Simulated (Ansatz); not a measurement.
## Lattice dynamics of Y2ClO2F (built on the sites of a database entry of YOF)

Wanted: phonon frequencies of Y2ClO2F (built on the sites of a database entry of YOF) and what follows from them.

Program: Ansatz 0.2.0. Level of theory: DFT PBEsol, scalar-relativistic, plane waves, PAW. Results are calculated unless marked as measured.

The structure was built from a prototype and need not be the compound's stable phase.

## 1. The starting structure

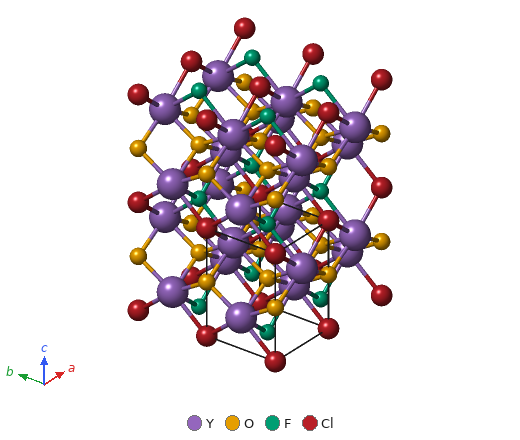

The starting structure, seen from a free direction (yttrium purple, oxygen orange, fluorine teal, chlorine red). 2×2×2 cells are drawn. Some periodic images of atoms are drawn too.

## 2. Coarse relaxation

A rough relaxation comes first, because large forces or stress need no tight tolerances yet.

Contents of input.yaml:

```yaml
crystal:
  lattice:
    - [3.89203, 0.0, 0.0]
    - [0.0, 3.89203, 0.0]
    - [0.0, 0.0, 5.53159]
  atoms:
    - { symbol: "Y", position: [0.5, 0.0, 0.71147552] }
    - { symbol: "Y", position: [0.0, 0.5, 0.28852448] }
    - { symbol: O, position: [0.0, 0.0, 0.5] }
    - { symbol: O, position: [0.5, 0.5, 0.5] }
    - { symbol: F, position: [0.5, 0.5, 0.0] }
    - { symbol: Cl, position: [0.0, 0.0, 0.0] }
kpoints:
  mp_grid: { grid: [6, 6, 4] }
hamiltonian:
  xc: pbesol
scf:
  occupations: { method: gaussian, width: 0.1 }
output:
  forces: true
  stress: true
  eigenvalues: true
relax:
  adjacent_minimum: "off"
  f_tol: 0.05
  max_steps: 80
  cell: { stress_tol: 0.5 }
```

Launch:

```console
$ ansatz run input.yaml --threads 8 --pin off --max-ram 14336MiB --backend cpu --events-out ev --progress --plain --runs-dir out
```

Numbers of over 12 decimals in the logs are rounded to 6 here.

Output:

```text
The last accepted step is kept in <dir> (removed where the run ends without a failure and the disk answers)
Engine: ansatz 0.2.0, aarch64-unknown-linux-gnu
Pseudopotentials: kind: paw
Pseudopotential: Y, paw, valence charge 11, recommended cutoff 420 eV (normal), Y.paw.azcp
Pseudopotential: O, paw, valence charge 6, recommended cutoff 420 eV (normal), O.paw.azcp
[...]
cell:  # Å, volume = 91.8370 Å³
    - [3.966906, 0, 0]
    - [0, 3.966906, 0.0]
    - [0, 0.0, 5.835981]
  atoms:
    - { symbol: Y, position: [0.5, 0, 0.684828] }
    - { symbol: Y, position: [0, 0.5, 0.315172] }
    - { symbol: O, position: [0, 0, 0.5] }
    - { symbol: O, position: [0.5, 0.5, 0.5] }
    - { symbol: F, position: [0.5, 0.5, -4.442709825385608e-19] }
    - { symbol: Cl, position: [0, 0, -4.442709825385607e-19] }
[key lines of the parts left out:]
SCF converged after 4 iterations
Free energy (F): -10585.604283 eV
Fermi energy:    9.793386 eV
P = ⅓ Tr σ = 0.1083 GPa (1.083 kbar)
```

The job ended after 8 s (8 threads of Arm Neoverse V2, shared host; peak memory 0.48 GiB; 56 s of CPU time).

Relaxation path:

```csv
step,energy less that of the first step (eV),largest force component (eV/Å),pressure (GPa),volume (Å³)
1,0.0000,3.4833,10.94,83.79
2,-0.6787,1.0909,1.84,90.92
3,-0.7397,0.0533,-0.34,91.72
4,-0.7425,0.0270,-0.14,91.48
5*,-0.7790,0.0269,0.51,91.48
6,-0.7795,0.0016,0.10,91.84
7*,-0.7805,0.0017,0.11,91.84
```

Relaxation steps marked * repeat the geometry before them on a plane-wave basis chosen anew for their cell, so energy and pressure can jump there.

The run keeps the 8 symmetry operations that it works with, so distortions that break them were not tested.

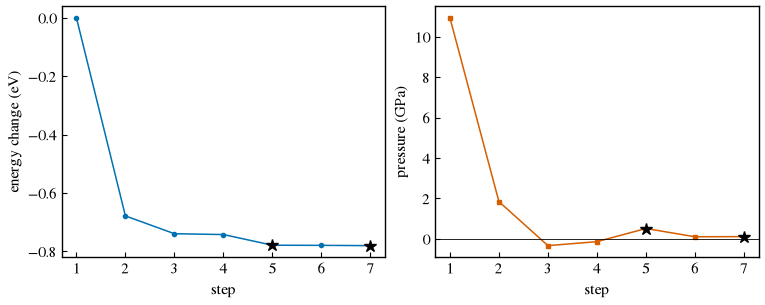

Energy and pressure along the relaxation. Stars mark steps on a basis chosen anew.

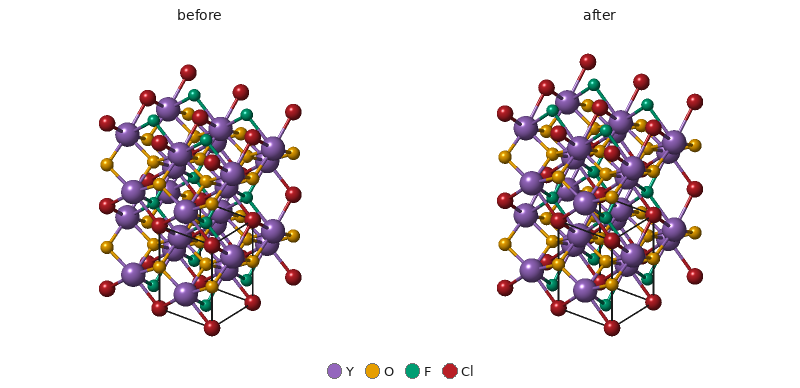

Before and after, at one scale.

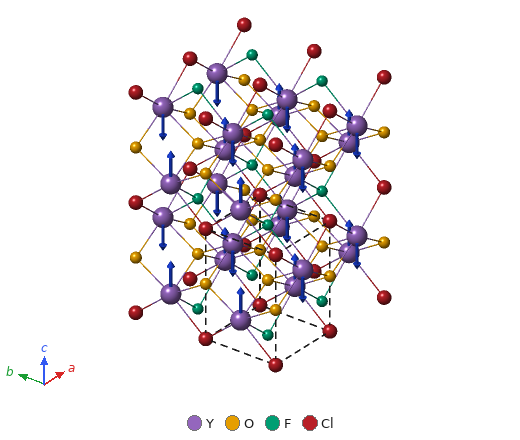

Displacements in the relaxation, exaggerated, measured against the changing cell; the longest in the cell stands for 0.16 Å. 2×2×2 cells are drawn. Some periodic images of atoms are drawn too.

```csv
"conventional cell, symmetrised",before,after,change
a (Å),3.892,3.967,+1.9 %
b (Å),3.892,3.967,+1.9 %
c (Å),5.532,5.836,+5.5 %
volume (Å³/atom),13.97,15.31,+9.6 %
```

The atoms that moved most (Å, as changes of fractional coordinates times the final cell):

```csv
atom,dx,dy,dz,length
Y1,0.000,0.000,-0.156,0.156
Y2,0.000,0.000,0.156,0.156
```

Final coordinates:

```cif
data_structure
_symmetry_space_group_name_H-M 'P 1'
_symmetry_Int_Tables_number 1
_cell_length_a 3.9669
_cell_length_b 3.9669
_cell_length_c 5.8360
_cell_angle_alpha 90.000
_cell_angle_beta 90.000
_cell_angle_gamma 90.000
_cell_volume 91.84
loop_
_atom_site_label
_atom_site_type_symbol
_atom_site_fract_x
_atom_site_fract_y
_atom_site_fract_z
_atom_site_occupancy
Y1 Y 0.50000 0.00000 0.68483 1
Y2 Y 0.00000 0.50000 0.31517 1
O3 O 0.00000 0.00000 0.50000 1
O4 O 0.50000 0.50000 0.50000 1
F5 F 0.50000 0.50000 0.00000 1
Cl6 Cl 0.00000 0.00000 0.00000 1
```

This step gave:

* pressure: 0.1083 GPa
* gap on the k-mesh: 5.032 eV
* volume per atom: 15.31 Å³
* direct gap on mesh: 5.145 eV

In this step the volume went from 13.97 to 15.31 Å³/atom.

## 3. Relaxation

The cell and atoms are relaxed, since residual forces and stress would shift the frequencies.

Contents of input.yaml:

```yaml
crystal:
  lattice:
    - [3.9669061691, 0.0, 0.0]
    - [0.0, 3.9669061691, 0.0]
    - [0.0, 0.0, 5.8359814391]
  atoms:
    - { symbol: "Y", position: [0.5, 0.0, 0.6848282164] }
    - { symbol: "Y", position: [0.0, 0.5, 0.3151717836] }
    - { symbol: O, position: [0.0, 0.0, 0.5] }
    - { symbol: O, position: [0.5, 0.5, 0.5] }
    - { symbol: F, position: [0.5, 0.5, 0.0] }
    - { symbol: Cl, position: [0.0, 0.0, 0.0] }
kpoints:
  mp_grid: { grid: [6, 6, 4] }
hamiltonian:
  xc: pbesol
scf:
  occupations: { method: gaussian, width: 0.02 }
output:
  forces: true
  stress: true
  eigenvalues: true
relax:
  adjacent_minimum: "off"
  f_tol: 0.005
  max_steps: 80
  cell: { stress_tol: 0.05 }
```

Output:

```text
[...]
Crystal: 6 atoms, lattice volume = 91.837 Å³
Basis set: ecut = 420 eV, 1803 PW (Γ), exchange–correlation on 54×54×80 points (8 copies of the dense FFT grid, shifted against one another)
Bands: 30, of which v1, the nominal top of the filled ones, is band 24 counted from 1 (23 counted from 0)
Symmetry: 8 space group operations
[...]
k-points: 30 of 144 (time reversal used)
[...]
cell:  # Å, volume = 91.9235 Å³
    - [3.967856, 0.0, 0]
    - [0.0, 3.967856, 0.0]
    - [0, 0.0, 5.838683]
  atoms:
    - { symbol: Y, position: [0.5, 0.0, 0.684774] }
    - { symbol: Y, position: [0, 0.5, 0.315226] }
    - { symbol: O, position: [0, 0.0, 0.500000] }
    - { symbol: O, position: [0.5, 0.5, 0.500000] }
    - { symbol: F, position: [0.5, 0.5, 0] }
    - { symbol: Cl, position: [0, 0.0, 0] }
[key lines of the parts left out:]
SCF converged after 6 iterations
Free energy (F): -10585.604274 eV
Fermi energy:    9.779834 eV
P = ⅓ Tr σ = 0.0011 GPa (0.011 kbar)
```

The job ended after 4.5 s (8 threads; peak memory 0.49 GiB).

Little changed from the start: no atom moved by 0.005 Å and no cell edge by 0.1 %.

This step gave:

```yaml
pressure: 0.001073 GPa
gap_on_the_k_mesh: 5.030 eV
volume_per_atom: 15.32 Å³
direct_gap_on_mesh: 5.142 eV
```

In this step the volume went from 15.31 to 15.32 Å³/atom.

## 4. Relaxing to small forces for the phonons

Phonons need a cell at rest on their own settings, so the relaxation is repeated with tight tolerances on forces and stress, using the mesh and the filling of the phonon run that follows.

Contents of input.yaml:

```yaml
crystal:
  lattice:
    - [3.9678556729, 0.0, 0.0]
    - [0.0, 3.9678556729, 0.0]
    - [0.0, 0.0, 5.8386826923]
  atoms:
    - { symbol: "Y", position: [0.5, 0.0, 0.6847744398] }
    - { symbol: "Y", position: [0.0, 0.5, 0.3152255602] }
    - { symbol: O, position: [0.0, 0.0, 0.5] }
    - { symbol: O, position: [0.5, 0.5, 0.5] }
    - { symbol: F, position: [0.5, 0.5, 0.0] }
    - { symbol: Cl, position: [0.0, 0.0, 0.0] }
kpoints:
  mp_grid: { grid: [6, 6, 4] }
hamiltonian:
  xc: pbesol
scf:
  occupations: { method: fixed }
output:
  forces: true
  stress: true
  eigenvalues: true
relax:
  adjacent_minimum: "off"
  f_tol: 0.001
  max_steps: 60
  cell: { stress_tol: 0.01 }
```

Output:

```text
[...]
Crystal: 6 atoms, lattice volume = 91.924 Å³
Basis set: ecut = 420 eV, 1803 PW (Γ), exchange–correlation on 54×54×80 points (8 copies of the dense FFT grid, shifted against one another)
Bands: 30, of which v1, the nominal top of the filled ones, is band 24 counted from 1 (23 counted from 0)
Symmetry: 8 space group operations
[...]
k-points: 30 of 144 (time reversal used)
[...]
cell:  # Å, volume = 91.9235 Å³
    - [3.9678556729, 0.0, 0.0]
    - [0.0, 3.9678556729, 0.0]
    - [0.0, 0.0, 5.8386826923]
  atoms:
    - { symbol: Y, position: [0.5, 0.0, 0.684774] }
    - { symbol: Y, position: [0.0, 0.5, 0.3152255602] }
    - { symbol: O, position: [0.0, 0.0, 0.5] }
    - { symbol: O, position: [0.5, 0.5, 0.5] }
    - { symbol: F, position: [0.5, 0.5, 0.0] }
    - { symbol: Cl, position: [0.0, 0.0, 0.0] }
[key lines of the parts left out:]
SCF converged after 8 iterations
Free energy (F): -10585.604274 eV
Fermi energy:    7.264745 eV
P = ⅓ Tr σ = 0.0011 GPa (0.011 kbar)
```

Elapsed: 2.6 s, on 8 threads; peak memory 0.47 GiB; 18 s of CPU time.

Little changed from the start: no atom moved by 0.005 Å and no cell edge by 0.1 %.

Numbers from this step:

```
pressure : 0.001072 GPa
```

The largest force component left is 0.25 meV/Å and the pressure is 0.001 GPa, within the tolerances set. The cell now holds 15.32 Å³/atom.

## 5. Linear response at the zone centre

The zone centre comes first: it holds the modes that light can see, as far as symmetry allows. The response to a homogeneous field gives the Born charges and the dielectric tensor.

input.yaml, as its differences from that of step 4:

```diff
@@ -19,9 +19,6 @@
 output:
-  forces: true
-  stress: true
   eigenvalues: true
-relax:
-  adjacent_minimum: "off"
-  f_tol: 0.001
-  max_steps: 60
-  cell: { stress_tol: 0.01 }
+phonons:
+  method: dfpt
+  dielectric: true
+  rigid_motions: translations
```

Output:

```text
[...]
Crystal: 6 atoms, lattice volume = 91.924 Å³
Basis set: ecut = 420 eV, 1803 PW (Γ), exchange–correlation on 54×54×80 points (8 copies of the dense FFT grid, shifted against one another)
Bands: 30, of which v1, the nominal top of the filled ones, is band 24 counted from 1 (23 counted from 0)
Symmetry: 8 space group operations
k-points: 76 of 144 (irreducible under 1 space group operation, time reversal used)
[...]
SCF iter   1: F=—  HF=-10585.642166 eV  |F-HF|=—  |Δ(HF+E_count)|=         —  Δρ=1.41e-2  dr2=1.54e-1  ethr=1.77e-3  ⟨swp⟩=5.0  Hψ=8303  notcnv=0  defer=295
[...]
SCF iter  11: F=-10585.604274 eV  HF=-10585.604274 eV  |F-HF|=2.18e-11  |Δ(HF+E_count)|=  2.73e-10  Δρ=2.14e-7  dr2=3.34e-11  ethr=1.00e-12  ⟨swp⟩=12.8  Hψ=13103  notcnv=0
SCF 1 converged in 11 iterations: F = -10585.604274 eV  dr2 = 3.34e-11
[...]
DFPT response loops at Γ: preconditioner auto → none (the input reference at scf.mixing.eps_inf says where Resta's filter doesn't serve); β = 0.50; Broyden in place of MSR1
── the response to a field inside a basis, on 6×6×4 k-points: an SCF that follows is theirs, and a resumed run solves both again ──
Bands: 25, of which v1, the nominal top of the filled ones, is band 24 counted from 1 (23 counted from 0)
k-points: 12 of 144 (time reversal used)
[...]
Eigensolver: Dense (12 Hₖ)
SCF iter   1: F=—  HF=-10585.593897 eV  |F-HF|=—  |Δ(HF+E_count)|=         —  Δρ=4.52e-4  dr2=3.82e-5  ethr=1.00e-1
[...]
SCF iter   4: F=-10585.593893 eV  HF=-10585.593893 eV  |F-HF|=1.86e-8  |Δ(HF+E_count)|=   2.08e-7  Δρ=7.75e-6  dr2=3.64e-8  ethr=3.16e-9
SCF 1 converged in 4 iterations: F = -10585.593893 eV  dr2 = 3.64e-8
[...]
SCF converged after 11 iterations
Free energy (F): -10585.604274 eV
[...]
Internal energy: -10585.604274 eV  (E = F + TS)
E sigma→0 (E₀):  -10585.604274 eV
Fermi energy:    7.264743 eV
[...]
--- Band table (eV; the first three rows and the last of 76) ---
  k-point 0: bands = [... 20 lower, 6.6769, 7.0269, 7.0269, 7.2400, 12.6616, 12.6931, 12.7916, 13.2012, ... 2 higher]
  k-point 1: bands = [... 20 lower, 6.7525, 6.7525, 7.1049, 7.1049, 12.7362, 12.7492, 13.1985, 13.7081, ... 2 higher]
  k-point 2: bands = [... 20 lower, 6.8049, 6.8049, 7.1906, 7.1906, 12.8556, 12.8583, 13.6007, 14.2397, ... 2 higher]
  k-point 75: bands = [... 20 lower, 6.5896, 6.6630, 7.1645, 7.1645, 12.3991, 12.3991, 13.2944, 14.5126, ... 2 higher]
--- Phonons (Γ-DFPT): 11 representative perturbations + reference, on 76 of 144 k-points (Σ response iterations 33) ---
  k mesh reduced under 1 symmetry operation, with k and −k counted as one. Each operation leaves every solved perturbation unchanged. A smaller set is not considered because the run solves the response to a homogeneous field
  ASR residual: 2.470e-4 → 0.000e0 eV/Å²; symmetrization residual: 1.099e-5 eV/Å²
  ASR residual per site (eV/Å²): 7.28e-5 7.28e-5 1.84e-4 2.47e-4 1.33e-4 4.11e-6
  Γ frequencies (cm⁻¹): -131.29 0.00 0.00 0.00 34.66 34.66 184.60 184.60 251.86 263.49 280.63 280.63 332.03 332.03 370.07 476.32 482.55 482.55
  ε∞ (high-frequency dielectric tensor):
        3.918010     0.000000    -0.000000
        0.000000     3.918010     0.000000
       -0.000000     0.000000     3.694671
  softest optical mode at Γ: -131.29 cm⁻¹; the repairs (sum rule, projections) moved no ω² at Γ by more than (2.75 cm⁻¹)²
  Born effective charges Z* (e; rows j = field, columns β = displacement):
    site 0:
         4.15266    0.00000    0.00000
         0.00000    3.72872    0.00000
         0.00000    0.00000    3.37495
    site 1:
         3.72872    0.00000    0.00000
         0.00000    4.15266    0.00000
         0.00000    0.00000    3.37495
    site 2:
        -2.70499    0.00000   -0.00000
         0.00000   -2.70499    0.00000
        -0.00000    0.00000   -2.13483
    site 3:
        -2.70142    0.00000   -0.00000
         0.00000   -2.70142    0.00000
        -0.00000    0.00000   -1.67877
    site 4:
        -1.48443    0.00000    0.00000
         0.00000   -1.48443    0.00000
        -0.00000    0.00000   -1.42397
    site 5:
        -0.99054    0.00000   -0.00000
         0.00000   -0.99054    0.00000
        -0.00000    0.00000   -1.51234
  Z* charge neutrality: 2.884e-3 e pre-enforcement
  solved inside a basis spanned on kpoints, on 6×6×4 k-points, its susceptibility summed on 10×10×6: ε∞ is read to err by 1.0e-2, Z* by 1.7e-2 e (field_mesh: kpoints solves on kpoints); Z* is corrected for what the basis lacks
  optical modes at Γ without the LO–TO term, one row a degenerate level:
      ω (cm⁻¹)  modes    IR ((D/Å)²/amu)
       -131.29      1             3.1588
         34.66      2             5.4599
        184.60      2             2.3268
        251.86      1             8.5671
        263.49      1             0.0000
        280.63      2             1.4863
        332.03      2            55.6694
        370.07      1             0.0955
        476.32      1             8.6769
        482.55      2             0.0011
  optical modes at Γ + LO–TO along q̂ = [1.0000, 0.0000, 0.0000]:
      ω (cm⁻¹)  modes    IR ((D/Å)²/amu)
       -131.29      1             3.1588
         34.66      1             2.7299
         82.24      1             0.3082
        184.60      1             1.1634
        190.97      1             0.1351
        251.86      1             8.5671
        263.49      1             0.0000
        280.63      1             0.7432
        281.93      1             0.0202
[...]
optical modes at Γ + LO–TO along q̂ = [0.0000, 1.0000, 0.0000]:
      ω (cm⁻¹)  modes    IR ((D/Å)²/amu)
[...]
482.55      1             0.0005
        542.09      1            32.0059
  optical modes at Γ + LO–TO along q̂ = [0.0000, 0.0000, 1.0000]:
      ω (cm⁻¹)  modes    IR ((D/Å)²/amu)
        -85.48      1             0.7480
         34.66      2             5.4599
        184.60      2             2.3268
        263.49      1             0.0000
        280.63      2             1.4863
        323.65      1             4.2941
        332.03      2            55.6694
        371.14      1             0.1626
        482.55      2             0.0011
        550.97      1            15.2935
```

Elapsed: 44 s, on 8 threads; peak memory 1.2 GiB.

This step gave:

| Quantity | Value |
| --- | --- |
| sum-rule residual before enforcement | 2.47e-4 eV/Å² |
| miss of the charge sum rule | 0.002884 e |
| estimated error of the dielectric tensor | 0.01048 |
| estimated error of the Born charges | 0.01700 e |
| point group | -42m |
| highest optical mode at the zone centre (no LO-TO term) | 482.6 cm⁻¹ |
| lowest optical zone-centre mode | -131.3 cm⁻¹ |
| mean high-frequency dielectric constant | 3.844 |
| largest Born charge (third of the trace) | 3.752 e |
| top of the zone-centre spectrum with the field | 551.0 cm⁻¹ |

Without the LO-TO term. Patterns of degenerate modes are one choice out of their space. Modes at Γ, with each element's share of the kinetic energy (negative means imaginary):

```csv
mode,frequency (cm⁻¹),symmetry,Y %,O %,F %,Cl %
1,-131.3,B2,5,8,81,6
2,0.0,acoustic,67,12,7,13
3,0.0,acoustic,67,12,7,13
4,0.0,acoustic,67,12,7,13
5,34.7,E,40,2,34,24
6,34.7,E,40,2,34,24
7,184.6,E,75,1,17,7
8,184.6,E,75,1,17,7
9,251.9,B2,22,14,4,60
10,263.5,A1,100,0,0,0
11,280.6,E,1,2,42,55
12,280.6,E,1,2,42,55
13,332.0,E,16,83,0,0
14,332.0,E,16,83,0,0
15,370.1,B2,2,80,4,14
16,476.3,B2,5,86,4,6
17,482.6,E,0,100,0,0
18,482.6,E,0,100,0,0
```

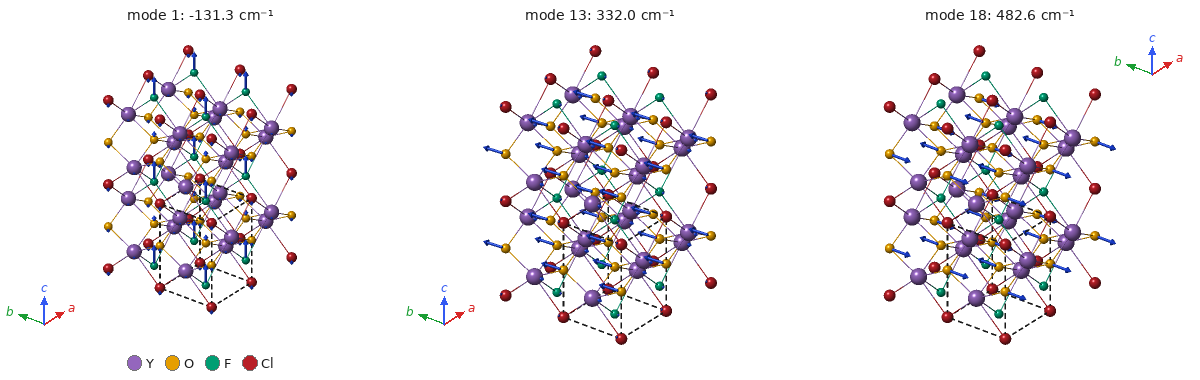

Displacement patterns of modes 1, 13 and 18 at Γ; arrows are exaggerated. 2×2×2 cells are drawn. Some periodic images of atoms are drawn too.

Optical modes at the zone centre, without and with the macroscopic field of the longitudinal modes; each column is sorted by frequency, so a row need not hold one and the same mode. Modes with and without the field, by row:

```csv
rank among optical modes,no field (cm⁻¹),"q along (1, 0, 0) (cm⁻¹)","q along (0, 0, 1) (cm⁻¹)"
1,-131.3,-131.3,-85.5
2,34.7,34.7,34.7
3,34.7,82.2,34.7
4,184.6,184.6,184.6
5,184.6,191,184.6
6,251.9,251.9,263.5
7,263.5,263.5,280.6
8,280.6,280.6,280.6
9,280.6,281.9,323.6
10,332,332,332
11,332,370.1,332
12,370.1,476.3,371.1
13,476.3,482.5,482.6
14,482.6,482.6,482.6
15,482.6,542.1,551
```

Born charge (rows field, columns displacement) (e), principal values of the symmetric part by kind of site:

```csv
atom,atoms with these values,low,middle,high,mean
Y1,2,3.38,3.73,4.15,3.75
O3,1,-2.71,-2.71,-2.13,-2.51
O4,1,-2.70,-2.70,-1.68,-2.36
F5,1,-1.48,-1.48,-1.42,-1.46
Cl6,1,-1.51,-0.99,-0.99,-1.16
```

In full for Cl6:

```
-0.99  0.00  0.00
 0.00 -0.99  0.00
 0.00  0.00 -1.51
```

High-frequency dielectric tensor:

```
3.92 0.00 0.00
0.00 3.92 0.00
0.00 0.00 3.69
```

Transverse modes; imaginary modes are left out. Infrared lines, with heights relative to the strongest:

```csv
position (cm⁻¹),label,relative intensity
35,E,10
185,E,4.2
252,B2,15
264,A1,0.0
281,E,2.7
332,E,100
370,B2,0.2
476,B2,16
482,E,0.0
```

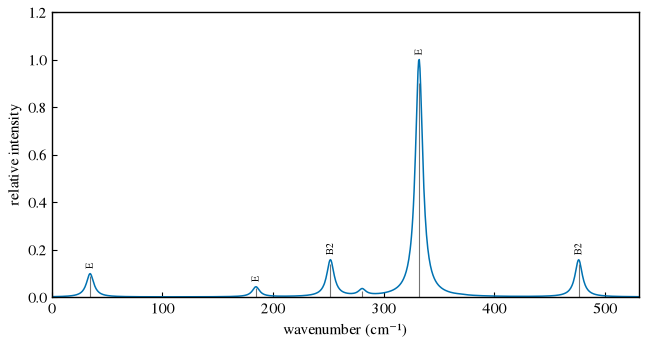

The infrared spectrum, broadened with Lorentzians of width 8 cm⁻¹; bars mark the lines.

Before it was imposed, the acoustic sum rule was missed by 2.5e-4 eV/Å² and the charge sum rule by 0.0029 e. Small misses are needed for a sound result but don't prove that mesh and cutoff are converged. The lowest optical mode is imaginary, 131.3i cm⁻¹, so the energy falls along it.

(Part 1 of 2 ends here.)

[Logs are printed without paths, hosts, clocks, repeated set-up lines and the standing remarks that a program may print on its own settings, such as how far it seeks lower states.]

[Hosts, paths, dates, database ids (printed as entryN), source tags and the programs' standing remarks are cut or masked in the printed files.]
